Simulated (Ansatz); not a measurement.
# BGaH4 (SMILES [BH2][GaH2]): what the fields show

Input

```
crystal:
  periodic: [false, false, false]
  atoms:
    - {symbol: B, position_ang: [-1.546246, 2.634430, -0.871626]}
    - {symbol: Ga, position_ang: [-1.432490, 1.140517, 0.551952]}
    - {symbol: H, position_ang: [-2.472425, 3.414304, -0.915562]}
    - {symbol: H, position_ang: [-0.691270, 2.786594, -1.716494]}
    - {symbol: H, position_ang: [-0.729507, 1.358702, 1.947580]}
    - {symbol: H, position_ang: [-2.042735, -0.295227, 0.315532]}
basis:
  gaussian:
    orbitals: def2-TZVPD
hamiltonian:
  xc: {name: PBE0}
output: {forces: true, orbitals: {seedname: orbitals}}
```

Launched as:

```sh
ansatz run input.yaml --threads 1 --pin off --max-ram 2610MiB --events-out events.jsonl --progress --plain --runs-dir runs
```

Geometry: PBE0-D3(BJ)/def2-SVP.

Method: Ansatz, isolated molecule in a Gaussian basis; Kohn-Sham density functional theory, functional PBE0.

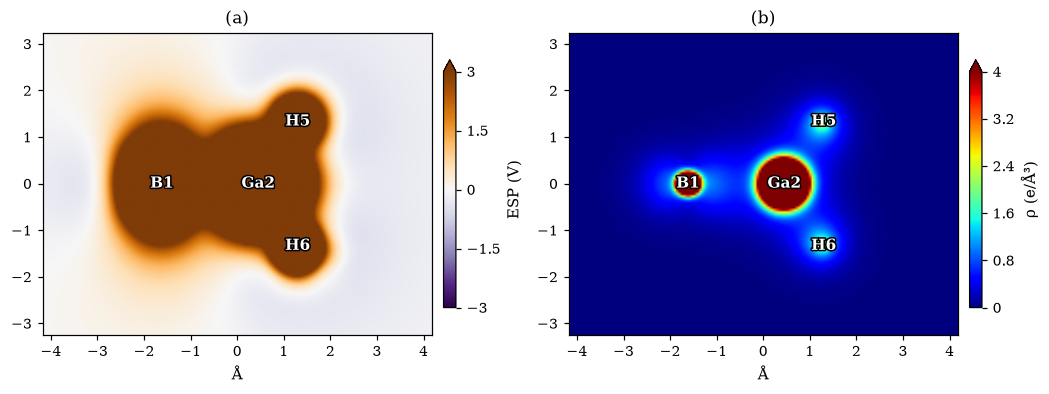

Figure 1. (a) electrostatic potential; (b) total electron density on the plane of atoms B1, Ga2 and H6.

**What does the map show?**

- Atoms in the plane: B, Ga and H.
- Ga–B (2.07 Å): ρ at the midpoint is about 0.7 e/Å³.
- Ga–H (1.58 Å): the density is about 0.96 e/Å³ at the midpoint.
- Outside the dense part of the molecule the potential is most negative (−0.4 V) near H5 and H6.

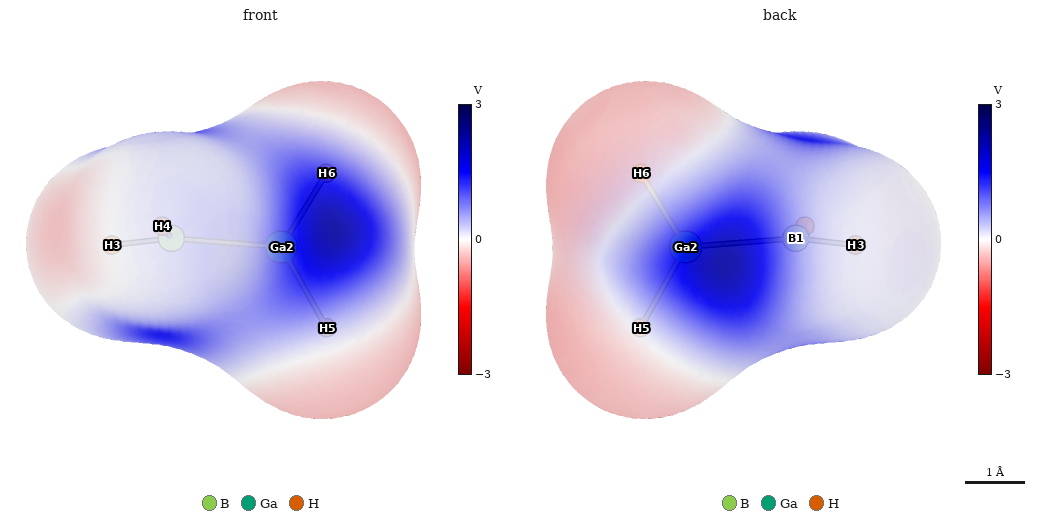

Figure 2. The molecular electrostatic potential painted on the density surface at 0.001 e/bohr³, seen from the front and from behind; red is negative and blue positive.

**Which sites attract a positive test charge, and which a negative one?**

A positive charge is drawn to the negative regions and a negative charge to the positive ones. The most negative region (about −0.4 V, or −9 kcal/mol for a unit charge) lies over H5 and H6, the most positive (about +2.2 V, or +51 kcal/mol for a unit charge) over Ga2.

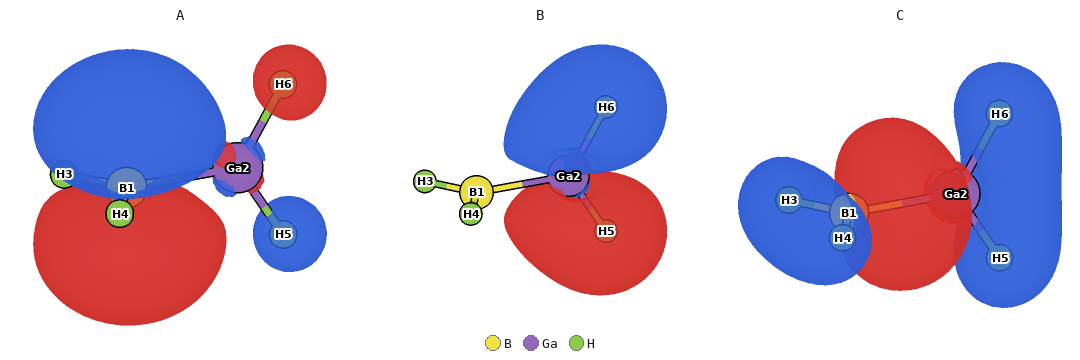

Figure 3. Three frontier orbitals at ±0.08 Å⁻³ᐟ² (blue and red are the two phases), in no order.

**Which picture is the HOMO−1, the HOMO and the LUMO?**

B is the HOMO−1 (−8.44 eV). It lies mainly on Ga2 (about 40 %), H5 (about 30 %) and H6 (about 30 %). C is the HOMO (−7.62 eV). By Hirshfeld shares it lies mainly on B1 (about 35 %), Ga2 (about 35 %), H6 (about 10 %) and H5 (about 10 %). A is the LUMO (−2.24 eV). Its weight (Hirshfeld) is mainly on B1 (about 65 %), Ga2 (about 15 %), H3 (about 5 %) and H4 (about 5 %).

**What is the HOMO–LUMO gap?**

5.38 eV between the orbital energies.
